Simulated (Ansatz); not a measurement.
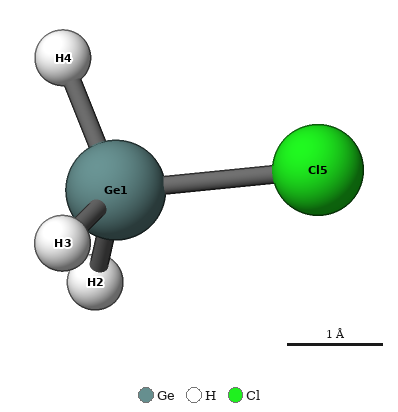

*The structure as given in the input (ball-and-stick view, seen at a tilt; atoms are numbered from 1 in the order of the input). Sticks mark near contacts.*

Single-point calculation of GeH₃Cl

System: GeH₃Cl.
Method: RKS wB97M-V/def2-TZVPP (Ansatz 0.2.0).

The geometry comes from this level: PBE0-D4/def2-TZVP.

## Output
```
Functional definition: wB97M-V
  name "wB97M-V"
  cite "Mardirossian & Head-Gordon, J. Chem. Phys. 144, 214110 (2016) doi:10.1063/1.4952647"
  cite "Becke, J. Chem. Phys. 107, 8554 (1997) doi:10.1063/1.475007"
  cite "Vydrov & Van Voorhis, J. Chem. Phys. 133, 244103 (2010) doi:10.1063/1.3521275"
  # Of w^i u^j: cxij and so on, Table III.
  parameter omega = 0.3/bohr
  parameter cx = 0.15
  parameter cx01 = 1.007
  parameter cx10 = 0.259
  parameter css00 = 0.443
  parameter css04 = -1.437
  parameter css10 = -4.535
  parameter css20 = -3.390
  parameter css43 = 4.278
  parameter cos00 = 1.000
  parameter cos10 = 1.358
  parameter cos20 = 2.924
  parameter cos21 = -8.812
  parameter cos60 = -1.390
  parameter cos61 = 9.142
  parameter b = 6.0
  parameter c = 0.01
  gx(w, u) = 1 - cx + cx01*u + cx10*w
  gss(w, u) = css00 + css04*u^4 + css10*w + css20*w^2 + css43*w^4*u^3
  gos(w, u) = cos00 + cos10*w + (cos20 + cos21*u)*w^2 + (cos60 + cos61*u)*w^6
  exchange = spin_sum(e_x_unif_sr(omega)*gx(b97_w, b97_u_x)) + cx*exact_x_sr(omega) + exact_x_lr(omega)
  correlation = spin_sum(e_c_pw_mod_same_spin*gss(b97_w, b97_u_same))
      + integral(e_c_pw_mod_opposite_spin*gos(b97_w_opposite, b97_u_opposite)) + vv10(b, c)
873 factors; their error is unknown
165 factors; integrals over basis functions are off by at most 4.5e-5 eV
mean field evaluation 1: about -69086.1794 eV, gradient 2.0e1 eV
mean field evaluation 2: about -69086.4190 eV, gradient 2.0e1 eV
mean field evaluation 4: about -69086.7923 eV, gradient 7.1e-1 eV
mean field evaluation 8: about -69086.9701 eV, gradient 8.4e-2 eV
mean field -69086.97013100 eV, -2538.8993234840 hartree, gradient 1.6e-5 eV, S^2 0.000000; 0 other end points of the search recorded, 0 dependent functions left out
reference -69086.97016812 eV, -2538.8993248482 hartree; 26, 26 occupied and 106, 106 virtual orbitals, 873 factors
Total energy: -69086.97016812 eV, -2538.8993248482 hartree
```

The run was set up as follows.

## Input
```yaml
crystal:
  periodic: [false, false, false]
  atoms:
    - {symbol: Ge, position_ang: [-0.606376, -1.112818, -0.293553]}
    - {symbol: H, position_ang: [-1.311913, -2.319529, -0.919800]}
    - {symbol: H, position_ang: [0.553560, -1.540640, 0.610840]}
    - {symbol: H, position_ang: [-1.591404, -0.198638, 0.441518]}
    - {symbol: Cl, position_ang: [0.239827, 0.035876, -1.908777]}
basis:
  gaussian: {orbitals: def2-TZVPP}
hamiltonian: {xc: {name: wB97M-V}}
```

Launched with:
```bash
ansatz run in.yaml --threads 4 --pin off --events-out ev --progress --plain --max-ram 9574MiB
```

## Summary

| quantity | value |
| --- | --- |
| outcome | converged |
| total energy | −69086.9702 eV |
| SCF solution under orbital rotations | stable |
| hardware | 4 threads of Arm Neoverse V1, 23 GiB of memory available, shared host |
| wall time | 2.9 s (CPU time 11 s) |
| peak memory | 0.42 GiB |
